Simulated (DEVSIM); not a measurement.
System: Schottky contact on n-type GaP, at 300 K.

```tsv
layer (left to right)	material	thickness (μm)	Nd (cm⁻³)	τn (s)	τp (s)
1	GaP	4.90	9.6e15	1.4e-7	1.4e-7
2	GaP	43.0	9e17	1.4e-7	1.4e-7
```

Left contact: Schottky, work function 4.74 eV, emission velocity 8.5e6 cm/s. Right contact: ohmic. Voltage is applied to the left contact. Recombination: SRH at mid-gap, radiative. Mobility is constant in doping.

The device is made up for the run: typed textbook-type constants, with dimensions and the other settings drawn at random. Values at 300 K.

| parameter | GaP |
|---|---|
| gap (eV) | 2.26 |
| affinity (eV) | 3.8 |
| permittivity | 11.1 |
| Nc (cm⁻³) | 1.8e19 |
| Nv (cm⁻³) | 1.9e19 |
| μn (cm²/Vs) | 250 |
| μp (cm²/Vs) | 150 |
| B (cm³/s) | 1e-13 |

DEVSIM, 1D drift-diffusion, Boltzmann statistics, complete ionisation; no tunnelling, impact ionisation, image-force lowering or self-heating. Metal contacts follow the ideal Schottky-Mott rule: no Fermi-level pinning, no interface dipoles.

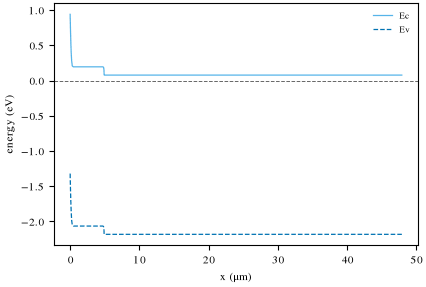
Fig. 1. Band edges at zero bias

Energies count from the Fermi level of the right contact; mesh points crowd at the junctions.

```csv
x (μm),Ec (eV),Ev (eV),n (cm⁻³),p (cm⁻³),field (V/cm)
0.000,0.940,-1.320,2900,< 1e2,-47000
0.04235,0.753,-1.507,4000000,< 1e2,-41000
0.1514,0.401,-1.859,3.3e12,< 1e2,-24000
0.4582,0.195,-2.065,9.5e15,< 1e2,-96
1.734,0.195,-2.065,9.6e15,< 1e2,≈ 0
3.628,0.195,-2.065,9.6e15,< 1e2,≈ 0
4.433,0.195,-2.065,9.6e15,< 1e2,≈ 0
4.795,0.191,-2.069,1.1e16,< 1e2,-1000
4.877,0.157,-2.103,4.2e16,< 1e2,-12000
4.908,0.081,-2.179,7.7e17,< 1e2,-9400
4.965,0.077,-2.183,9.0e17,< 1e2,≈ 0
5.203,0.077,-2.183,9.0e17,< 1e2,≈ 0
5.781,0.077,-2.183,9.0e17,< 1e2,≈ 0
7.285,0.077,-2.183,9.0e17,< 1e2,≈ 0
14.13,0.077,-2.183,9.0e17,< 1e2,≈ 0
29.64,0.077,-2.183,9.0e17,< 1e2,≈ 0
41.05,0.077,-2.183,9.0e17,< 1e2,≈ 0
45.44,0.077,-2.183,9.0e17,< 1e2,≈ 0
47.25,0.077,-2.183,9.0e17,< 1e2,≈ 0
47.68,0.077,-2.183,9.0e17,< 1e2,≈ 0
47.83,0.077,-2.183,9.0e17,< 1e2,≈ 0
47.90,0.077,-2.183,9.0e17,< 1e2,≈ 0
```
